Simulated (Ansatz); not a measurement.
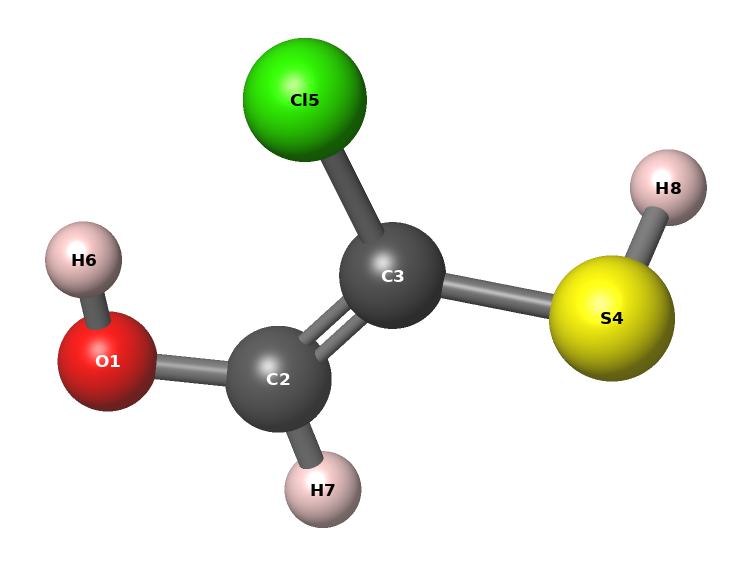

The atoms are numbered. The computed structure is the end point of a PBE-D4/def2-SVP optimisation. No frequency run is at hand to confirm it as a minimum.

Give the bond lengths.

```json
{"bond": "O1–C2", "length (Å)": "1.341", "order": "single"}
{"bond": "O1–H6", "length (Å)": "0.987", "order": "single"}
{"bond": "C2–C3", "length (Å)": "1.361", "order": "double"}
{"bond": "C2–H7", "length (Å)": "1.101", "order": "single"}
{"bond": "C3–S4", "length (Å)": "1.750", "order": "single"}
{"bond": "C3–Cl5", "length (Å)": "1.781", "order": "single"}
{"bond": "S4–H8", "length (Å)": "1.370", "order": "single"}
```
